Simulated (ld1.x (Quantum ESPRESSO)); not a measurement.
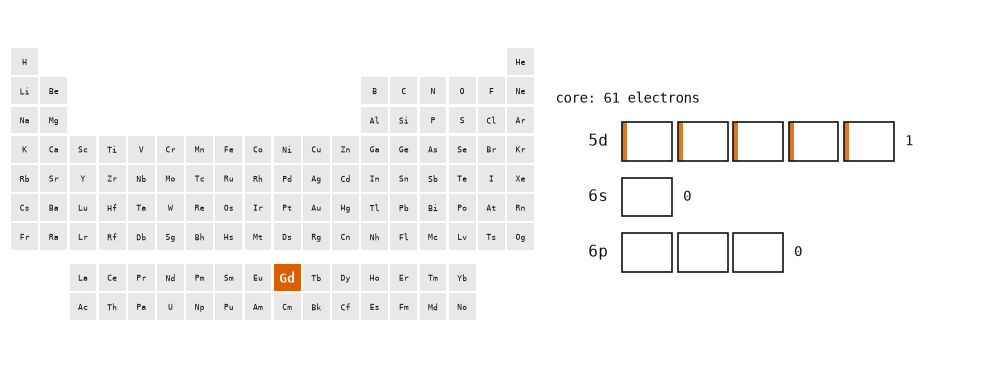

Fig. 1: Left, the place of gadolinium in the periodic table; right, the valence shells of the reference configuration: a box for each of the 2l + 1 orbitals, shaded by the share of the shell that is filled, with the electron count at the right.

## Pseudopotential generation for Gd (part 1 of 2)

System: gadolinium (Gd, Z = 64), core [Xe] 4f7, reference valence 5d1 6s0 6p0 (an ion of charge +2), valence charge 3.
Method: TM potential, PBE, scalar-relativistic, made with ld1.x (Quantum ESPRESSO) 7.5.

Log:
```
     Program LD1 v.7.5
     --------------------------- All-electron run ----------------------------

     Gd
     scalar relativistic calculation

     atomic number is 64.00
     dft =PBE   lsd =0 sic =0 latt =0  beta=0.20 tr2=1.0E-14
     Exchange-correlation= PBE
                           (   1   4   3   4   0   0   0)
     mesh =1263 r(mesh) = 101.10069 a.u. xmin = -7.00 dx = 0.01250
     1 Ry =  13.60569312 eV, c = 137.03599908

     n l     nl                  e(Ry)          e(Ha)          e(eV)
     1 0     1S 1( 2.00)     -3683.6673     -1841.8337    -50118.8474
     2 0     2S 1( 2.00)      -609.0674      -304.5337     -8286.7842
     2 1     2P 1( 6.00)      -542.0786      -271.0393     -7375.3549
     3 0     3S 1( 2.00)      -135.8137       -67.9068     -1847.8389
     3 1     3P 1( 6.00)      -115.0647       -57.5323     -1565.5350
     4 0     4S 1( 2.00)       -28.1663       -14.0832      -383.2220
     4 1     4P 1( 6.00)       -21.3278       -10.6639      -290.1790
     3 2     3D 1(10.00)       -87.6898       -43.8449     -1193.0808
     5 0     5S 1( 2.00)        -4.6684        -2.3342       -63.5166
     5 1     5P 1( 6.00)        -3.0122        -1.5061       -40.9827
     4 2     4D 1(10.00)       -11.8703        -5.9352      -161.5041
     4 3     4F 1( 7.00)        -1.6511        -0.8256       -22.4650
     5 2     5D 1( 1.00)        -1.1156        -0.5578       -15.1780
     6 0     6S 1( 0.00)        -1.1049        -0.5525       -15.0332
     6 1     6P 1( 0.00)        -0.7888        -0.3944       -10.7318

     final scf error:  1.6E-15 reached in  25 iterations

     Etot =  -22540.869868 Ry,  -11270.434934 Ha, -306684.158152 eV

     Ekin =   24206.552856 Ry,   12103.276428 Ha,  329346.929726 eV
     Encl =  -54924.356272 Ry,  -27462.178136 Ha, -747283.936421 eV
     Eh   =    8673.355706 Ry,    4336.677853 Ha,  118007.016083 eV
     Exc  =    -496.422158 Ry,    -248.211079 Ha,   -6754.167541 eV

     normalization and overlap integrals

     s(1S/1S) =  1.000000  <r> =   0.0219  <r2> =    0.0007  r(max) =   0.0140
     s(2S/2S) =  1.000000  <r> =   0.0933  <r2> =    0.0103  r(max) =   0.0794
     s(2P/2P) =  1.000000  <r> =   0.0824  <r2> =    0.0083  r(max) =   0.0642
     s(3S/3S) =  1.000000  <r> =   0.2444  <r2> =    0.0682  r(max) =   0.2239
     s(3P/3P) =  1.000000  <r> =   0.2430  <r2> =    0.0684  r(max) =   0.2212
     s(4S/4S) =  1.000000  <r> =   0.5528  <r2> =    0.3448  r(max) =   0.5174
     s(4P/4P) =  1.000000  <r> =   0.5851  <r2> =    0.3893  r(max) =   0.5372
     s(3D/3D) =  1.000000  <r> =   0.2212  <r2> =    0.0575  r(max) =   0.1811
     s(5S/5S) =  1.000000  <r> =   1.3311  <r2> =    1.9917  r(max) =   1.1956
     s(5P/5P) =  1.000000  <r> =   1.5514  <r2> =    2.7275  r(max) =   1.3547
     s(4D/4D) =  1.000000  <r> =   0.6359  <r2> =    0.4690  r(max) =   0.5577
     s(4F/4F) =  1.000000  <r> =   0.8611  <r2> =    0.9696  r(max) =   0.5647
     s(5D/5D) =  1.000000  <r> =   2.3682  <r2> =    6.5538  r(max) =   1.8750
     s(6S/6S) =  1.000000  <r> =   3.3998  <r2> =   12.9078  r(max) =   3.0530
     s(6P/6P) =  1.000000  <r> =   4.1512  <r2> =   19.2454  r(max) =   3.7758

     ------------------------ End of All-electron run ------------------------

     --------------------- Generating NC pseudopotential ---------------------

      Generating local potential from pseudized AE potential:
      Matching radius rcloc =   2.2000

      Local pseudo, rcloc= 2.206 Estimated cut-off energy=     4.85 Ry

      Computing core charge for nlcc:

       r > 2.73 : true rho core
      Core charge pseudized with two Bessel functions
      Integrated core pseudo-charge :   6.88

      Wfc   6S  rcut= 3.291  Using Troullier-Martins method

      Wfc   6P  rcut= 2.832  Using Troullier-Martins method

      Wfc   5D  rcut= 3.374  Using Troullier-Martins method

     ------------------- End of pseudopotential generation -------------------

     --------------------------- All-electron run ----------------------------

     Gd
     scalar relativistic calculation

     atomic number is 64.00
     dft =PBE   lsd =0 sic =0 latt =0  beta=0.20 tr2=1.0E-14
     Exchange-correlation= PBE
                           (   1   4   3   4   0   0   0)
     mesh =1263 r(mesh) = 101.10069 a.u. xmin = -7.00 dx = 0.01250
     1 Ry =  13.60569312 eV, c = 137.03599908

     n l     nl                  e(Ry)          e(Ha)          e(eV)
     1 0     1S 1( 2.00)     -3683.6673     -1841.8337    -50118.8474
     2 0     2S 1( 2.00)      -609.0674      -304.5337     -8286.7842
     2 1     2P 1( 6.00)      -542.0786      -271.0393     -7375.3549
     3 0     3S 1( 2.00)      -135.8137       -67.9068     -1847.8389
     3 1     3P 1( 6.00)      -115.0647       -57.5323     -1565.5350
     4 0     4S 1( 2.00)       -28.1663       -14.0832      -383.2220
     4 1     4P 1( 6.00)       -21.3278       -10.6639      -290.1790
     3 2     3D 1(10.00)       -87.6898       -43.8449     -1193.0808
     5 0     5S 1( 2.00)        -4.6684        -2.3342       -63.5166
     5 1     5P 1( 6.00)        -3.0122        -1.5061       -40.9827
     4 2     4D 1(10.00)       -11.8703        -5.9352      -161.5041
     4 3     4F 1( 7.00)        -1.6511        -0.8256       -22.4650
     5 2     5D 1( 1.00)        -1.1156        -0.5578       -15.1780
     6 0     6S 1( 0.00)        -1.1049        -0.5525       -15.0332
     6 1     6P 1( 0.00)        -0.7888        -0.3944       -10.7318

     final scf error:  1.6E-15 reached in  25 iterations

     Etot =  -22540.869868 Ry,  -11270.434934 Ha, -306684.158152 eV

     Ekin =   24206.552856 Ry,   12103.276428 Ha,  329346.929726 eV
     Encl =  -54924.356272 Ry,  -27462.178136 Ha, -747283.936421 eV
     Eh   =    8673.355706 Ry,    4336.677853 Ha,  118007.016083 eV
     Exc  =    -496.422158 Ry,    -248.211079 Ha,   -6754.167541 eV

     normalization and overlap integrals

     s(1S/1S) =  1.000000  <r> =   0.0219  <r2> =    0.0007  r(max) =   0.0140
     s(2S/2S) =  1.000000  <r> =   0.0933  <r2> =    0.0103  r(max) =   0.0794
     s(2P/2P) =  1.000000  <r> =   0.0824  <r2> =    0.0083  r(max) =   0.0642
     s(3S/3S) =  1.000000  <r> =   0.2444  <r2> =    0.0682  r(max) =   0.2239
     s(3P/3P) =  1.000000  <r> =   0.2430  <r2> =    0.0684  r(max) =   0.2212
     s(4S/4S) =  1.000000  <r> =   0.5528  <r2> =    0.3448  r(max) =   0.5174
     s(4P/4P) =  1.000000  <r> =   0.5851  <r2> =    0.3893  r(max) =   0.5372
     s(3D/3D) =  1.000000  <r> =   0.2212  <r2> =    0.0575  r(max) =   0.1811
     s(5S/5S) =  1.000000  <r> =   1.3311  <r2> =    1.9917  r(max) =   1.1956
     s(5P/5P) =  1.000000  <r> =   1.5514  <r2> =    2.7275  r(max) =   1.3547
     s(4D/4D) =  1.000000  <r> =   0.6359  <r2> =    0.4690  r(max) =   0.5577
     s(4F/4F) =  1.000000  <r> =   0.8611  <r2> =    0.9696  r(max) =   0.5647
     s(5D/5D) =  1.000000  <r> =   2.3682  <r2> =    6.5538  r(max) =   1.8750
     s(6S/6S) =  1.000000  <r> =   3.3998  <r2> =   12.9078  r(max) =   3.0530
     s(6P/6P) =  1.000000  <r> =   4.1512  <r2> =   19.2454  r(max) =   3.7758

     ------------------------ End of All-electron run ------------------------

     Computing logarithmic derivative in   3.65972
     Computing logarithmic derivative in   3.65972
     Computing the partial wave expansion
     R is outside the sphere for l=    0 j= 0.00
     R is outside the sphere for l=    1 j= 0.00
     R is outside the sphere for l=    2 j= 0.00

     ---------------------- Testing the pseudopotential ----------------------

     Gd
     scalar relativistic calculation

     atomic number is 64.00   valence charge is  3.00
     dft =PBE   lsd =0 sic =0 latt =0  beta=0.20 tr2=1.0E-14
     mesh =1263 r(mesh) = 101.10069 xmin = -7.00 dx = 0.01250

     n l     nl             e AE (Ry)        e PS (Ry)    De AE-PS (Ry)
     3 2     5D   1( 1.00)       -1.11556       -1.11556        0.00000
     1 0     6S   1( 0.00)       -1.10492       -1.10492        0.00000
     2 1     6P   1( 0.00)       -0.78877       -0.78877       -0.00000

     eps = 9.8E-15  iter =  3

     Etot =  -22540.869868 Ry,  -11270.434934 Ha, -306684.158152 eV
     Etotps =    -7.656501 Ry,      -3.828251 Ha,    -104.172009 eV

     Ekin =       2.134135 Ry,       1.067067 Ha,      29.036381 eV
     Encl =      -3.242943 Ry,      -1.621471 Ha,     -44.122482 eV
     Ehrt =       0.379573 Ry,       0.189786 Ha,       5.164348 eV
     Ecxc =      -6.939247 Ry,      -3.469624 Ha,     -94.413270 eV
     (Ecc =      -6.182824 Ry,      -3.091412 Ha,     -84.121603 eV)
     Epseu=       0.011981 Ry,       0.005991 Ha,       0.163015 eV

     ---------------------- End of pseudopotential test ----------------------
```

Output of the test run (extracts):
```
     ---------------------- Testing the pseudopotential ----------------------

     Gd
     scalar relativistic calculation

     atomic number is 64.00   valence charge is  3.00
     dft =PBE   lsd =0 sic =0 latt =0  beta=0.20 tr2=1.0E-14
     mesh =1263 r(mesh) = 101.10069 xmin = -7.00 dx = 0.01250

     n l     nl             e AE (Ry)        e PS (Ry)    De AE-PS (Ry)
     3 2     5D   1( 1.00)       -1.11556       -1.11556        0.00000
     1 0     6S   1( 0.00)       -1.10492       -1.10492        0.00000
     2 1     6P   1( 0.00)       -0.78877       -0.78877       -0.00000

     eps = 3.1E-16  iter =  3

     Etot =  -22540.869868 Ry,  -11270.434934 Ha, -306684.158152 eV
     Etotps =    -7.656501 Ry,      -3.828251 Ha,    -104.172005 eV

     Ekin =       2.134135 Ry,       1.067067 Ha,      29.036386 eV
     Encl =      -3.242943 Ry,      -1.621471 Ha,     -44.122483 eV
     Ehrt =       0.379573 Ry,       0.189786 Ha,       5.164348 eV
     Ecxc =      -6.939247 Ry,      -3.469624 Ha,     -94.413270 eV
     (Ecc =      -6.182824 Ry,      -3.091412 Ha,     -84.121603 eV)
     Epseu=       0.011981 Ry,       0.005991 Ha,       0.163015 eV

     ---------------------- End of pseudopotential test ----------------------

     ---------------------- Testing the pseudopotential ----------------------

     Gd
     scalar relativistic calculation

     atomic number is 64.00   valence charge is  3.00
     dft =PBE   lsd =0 sic =0 latt =0  beta=0.20 tr2=1.0E-14
     mesh =1263 r(mesh) = 101.10069 xmin = -7.00 dx = 0.01250

     n l     nl             e AE (Ry)        e PS (Ry)    De AE-PS (Ry)
     3 2     5D   1( 1.00)       -0.18615       -0.18398       -0.00217
     1 0     6S   1( 2.00)       -0.30324       -0.30280       -0.00043
     2 1     6P   1( 0.00)       -0.09796       -0.08185       -0.01612  !

     eps = 2.3E-15  iter = 12

     Etot =  -22542.247590 Ry,  -11271.123795 Ha, -306702.903008 eV
     Etotps =    -9.032669 Ry,      -4.516335 Ha,    -122.895723 eV
     dEtot_ae =      -1.377721 Ry
     dEtot_ps =      -1.376168 Ry,   Delta E=      -0.001554 Ry

     Ekin =       2.040371 Ry,       1.020186 Ha,      27.760663 eV
     Encl =      -6.262701 Ry,      -3.131351 Ha,     -85.208389 eV
     Ehrt =       2.232558 Ry,       1.116279 Ha,      30.375501 eV
     Ecxc =      -7.559249 Ry,      -3.779625 Ha,    -102.848828 eV
     (Ecc =      -6.182824 Ry,      -3.091412 Ha,     -84.121603 eV)
     Epseu=       0.516352 Ry,       0.258176 Ha,       7.025330 eV

     ---------------------- End of pseudopotential test ----------------------

     ---------------------- Testing the pseudopotential ----------------------

     Gd
     scalar relativistic calculation

     atomic number is 64.00   valence charge is  3.00
     dft =PBE   lsd =0 sic =0 latt =0  beta=0.20 tr2=1.0E-14
     mesh =1263 r(mesh) = 101.10069 xmin = -7.00 dx = 0.01250

     n l     nl             e AE (Ry)        e PS (Ry)    De AE-PS (Ry)
     3 2     5D   1( 1.00)       -0.61762       -0.61430       -0.00332
     1 0     6S   1( 1.00)       -0.68174       -0.68039       -0.00135
     2 1     6P   1( 0.00)       -0.42135       -0.41652       -0.00483

     eps = 8.8E-16  iter =  7

     Etot =  -22541.759205 Ry,  -11270.879602 Ha, -306696.258189 eV
     Etotps =    -8.545085 Ry,      -4.272543 Ha,    -116.261806 eV
     dEtot_ae =      -0.889336 Ry
     dEtot_ps =      -0.888584 Ry,   Delta E=      -0.000752 Ry

     Ekin =       2.134014 Ry,       1.067007 Ha,      29.034739 eV
     Encl =      -4.902837 Ry,      -2.451418 Ha,     -66.706489 eV
     Ehrt =       1.150192 Ry,       0.575096 Ha,      15.649164 eV
     Ecxc =      -7.266919 Ry,      -3.633460 Ha,     -98.871474 eV
     (Ecc =      -6.182824 Ry,      -3.091412 Ha,     -84.121603 eV)
     Epseu=       0.340464 Ry,       0.170232 Ha,       4.632255 eV

     ---------------------- End of pseudopotential test ----------------------

     ---------------------- Testing the pseudopotential ----------------------

     Gd
     scalar relativistic calculation

     atomic number is 64.00   valence charge is  3.00
     dft =PBE   lsd =0 sic =0 latt =0  beta=0.20 tr2=1.0E-14
     mesh =1263 r(mesh) = 101.10069 xmin = -7.00 dx = 0.01250

     n l     nl             e AE (Ry)        e PS (Ry)    De AE-PS (Ry)
     3 2     5D   1( 1.00)       -0.39263       -0.38957       -0.00306
     1 0     6S   1( 1.50)       -0.48658       -0.48560       -0.00097
     2 1     6P   1( 0.00)       -0.25316       -0.24348       -0.00968  !

     eps = 2.1E-15  iter =  7

     Etot =  -22542.050750 Ry,  -11271.025375 Ha, -306700.224873 eV
     Etotps =    -8.836124 Ry,      -4.418062 Ha,    -120.221586 eV
     dEtot_ae =      -1.180882 Ry
     dEtot_ps =      -1.179622 Ry,   Delta E=      -0.001260 Ry

     Ekin =       2.098897 Ry,       1.049448 Ha,      28.556948 eV
     Encl =      -5.621891 Ry,      -2.810945 Ha,     -76.489718 eV
     Ehrt =       1.661870 Ry,       0.830935 Ha,      22.610900 eV
     Ecxc =      -7.418760 Ry,      -3.709380 Ha,    -100.937367 eV
     (Ecc =      -6.182824 Ry,      -3.091412 Ha,     -84.121603 eV)
     Epseu=       0.443759 Ry,       0.221880 Ha,       6.037651 eV

     ---------------------- End of pseudopotential test ----------------------

     ---------------------- Testing the pseudopotential ----------------------

     Gd
     scalar relativistic calculation

     atomic number is 64.00   valence charge is  3.00
     dft =PBE   lsd =0 sic =0 latt =0  beta=0.20 tr2=1.0E-14
     mesh =1263 r(mesh) = 101.10069 xmin = -7.00 dx = 0.01250

     n l     nl             e AE (Ry)        e PS (Ry)    De AE-PS (Ry)
     3 2     5D   1( 0.00)       -0.34258       -0.34906        0.00648  !
     1 0     6S   1( 2.00)       -0.40029       -0.39867       -0.00162
     2 1     6P   1( 1.00)       -0.16118       -0.15973       -0.00145

     eps = 2.9E-15  iter =  9

     Etot =  -22542.114297 Ry,  -11271.057148 Ha, -306701.089468 eV
     Etotps =    -8.895273 Ry,      -4.447637 Ha,    -121.026358 eV
     dEtot_ae =      -1.244429 Ry
     dEtot_ps =      -1.238772 Ry,   Delta E=      -0.005657 Ry

     Ekin =       0.771717 Ry,       0.385858 Ha,      10.499738 eV
     Encl =      -5.177350 Ry,      -2.588675 Ha,     -70.441430 eV
     Ehrt =       1.944666 Ry,       0.972333 Ha,      26.458528 eV
     Ecxc =      -7.259564 Ry,      -3.629782 Ha,     -98.771406 eV
     (Ecc =      -6.182824 Ry,      -3.091412 Ha,     -84.121603 eV)
     Epseu=       0.825258 Ry,       0.412629 Ha,      11.228211 eV

     ---------------------- End of pseudopotential test ----------------------

     ---------------------- Testing the pseudopotential ----------------------

     Gd
     scalar relativistic calculation

     atomic number is 64.00   valence charge is  3.00
     dft =PBE   lsd =0 sic =0 latt =0  beta=0.20 tr2=1.0E-14
     mesh =1263 r(mesh) = 101.10069 xmin = -7.00 dx = 0.01250

     n l     nl             e AE (Ry)        e PS (Ry)    De AE-PS (Ry)
     3 2     5D   1( 1.00)       -0.32870       -0.23042       -0.09828  !
     1 0     6S   1( 0.00)       -0.40273       -0.40273        0.00000
     2 1     6P   1( 2.00)       -0.17684       -0.32366        0.14682  !

     eps = 7.1E-15  iter = 34

     Etot =  -22541.815614 Ry,  -11270.907807 Ha, -306697.025677 eV
     Etotps =    -7.433488 Ry,      -3.716744 Ha,    -101.137755 eV
     dEtot_ae =      -0.945746 Ry
     dEtot_ps =       0.223013 Ry,   Delta E=      -1.168759 Ry

     Ekin =       0.276952 Ry,       0.138476 Ha,       3.768129 eV
     Encl =      -1.761705 Ry,      -0.880852 Ha,     -23.969215 eV
     Ehrt =       0.448417 Ry,       0.224208 Ha,       6.101021 eV
     Ecxc =      -6.525028 Ry,      -3.262514 Ha,     -88.777522 eV
     (Ecc =      -6.182824 Ry,      -3.091412 Ha,     -84.121603 eV)
     Epseu=       0.127875 Ry,       0.063938 Ha,       1.739832 eV

     ---------------------- End of pseudopotential test ----------------------

     ---------------------- Testing the pseudopotential ----------------------

     Gd
     scalar relativistic calculation

     atomic number is 64.00   valence charge is  3.00
     dft =PBE   lsd =0 sic =0 latt =0  beta=0.20 tr2=1.0E-14
     mesh =1263 r(mesh) = 101.10069 xmin = -7.00 dx = 0.01250

     n l     nl             e AE (Ry)        e PS (Ry)    De AE-PS (Ry)
     3 2     5D   1( 2.00)       -0.12845       -0.12387       -0.00459
     1 0     6S   1( 1.00)       -0.27008       -0.27248        0.00240
     2 1     6P   1( 0.00)       -0.08324       -0.08324        0.00000

     eps = 8.5E-15  iter = 11

     Etot =  -22542.117467 Ry,  -11271.058733 Ha, -306701.132597 eV
     Etotps =    -8.897555 Ry,      -4.448778 Ha,    -121.057408 eV
     dEtot_ae =      -1.247599 Ry
     dEtot_ps =      -1.241054 Ry,   Delta E=      -0.006544 Ry

     Ekin =       3.125566 Ry,       1.562783 Ha,      42.525494 eV
     Encl =      -6.886046 Ry,      -3.443023 Ha,     -93.689426 eV
     Ehrt =       2.347339 Ry,       1.173670 Ha,      31.937178 eV
     Ecxc =      -7.724149 Ry,      -3.862074 Ha,    -105.092399 eV
     (Ecc =      -6.182824 Ry,      -3.091412 Ha,     -84.121603 eV)
     Epseu=       0.239734 Ry,       0.119867 Ha,       3.261745 eV

     ---------------------- End of pseudopotential test ----------------------

     ---------------------- Testing the pseudopotential ----------------------

     Gd
     scalar relativistic calculation

     atomic number is 64.00   valence charge is  3.00
     dft =PBE   lsd =0 sic =0 latt =0  beta=0.20 tr2=1.0E-14
     mesh =1263 r(mesh) = 101.10069 xmin = -7.00 dx = 0.01250

     n l     nl             e AE (Ry)        e PS (Ry)    De AE-PS (Ry)
     3 2     5D   1( 1.00)       -0.26098       -0.22458       -0.03639  !
     1 0     6S   1( 1.00)       -0.35707       -1.08507        0.72800  !
     2 1     6P   1( 1.00)       -0.14071       -0.11499       -0.02572  !

     eps = 3.5E-16  iter = 58

     Etot =  -22542.036752 Ry,  -11271.018376 Ha, -306700.034420 eV
     Etotps =    -7.981240 Ry,      -3.990620 Ha,    -108.590306 eV
     dEtot_ae =      -1.166884 Ry
     dEtot_ps =      -0.324739 Ry,   Delta E=      -0.842145 Ry

     Ekin =       0.147366 Ry,       0.073683 Ha,       2.005015 eV
     Encl =      -2.383200 Ry,      -1.191600 Ha,     -32.425094 eV
     Ehrt =       0.420809 Ry,       0.210405 Ha,       5.725401 eV
     Ecxc =      -6.647488 Ry,      -3.323744 Ha,     -90.443681 eV
     (Ecc =      -6.182824 Ry,      -3.091412 Ha,     -84.121603 eV)
     Epseu=       0.481273 Ry,       0.240637 Ha,       6.548054 eV

     ---------------------- End of pseudopotential test ----------------------
```

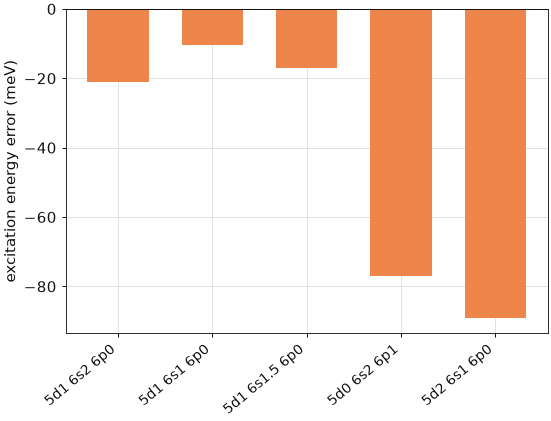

Fig. 2: Errors, all-electron minus pseudo, of the energies of valence configurations relative to the unpolarised reference 5d1 6s0 6p0. Not all tests gave a result: 2 of 7 tests not solved.

- Worst configuration: 5d2 6s1 6p0 (neutral): the error is -89 meV on an all-electron energy of -16.97 eV relative to the reference, or 0.52 %.
- Configurations within 10 meV and within 50 meV: 0 and 3 of 5. The potential isn't sound: its ghost test gives ghost states below the valence levels: s at -56.6 eV, p at -16.3 eV.

(Continued in part 2.) Outcome of the run: generated, with a ghost state.
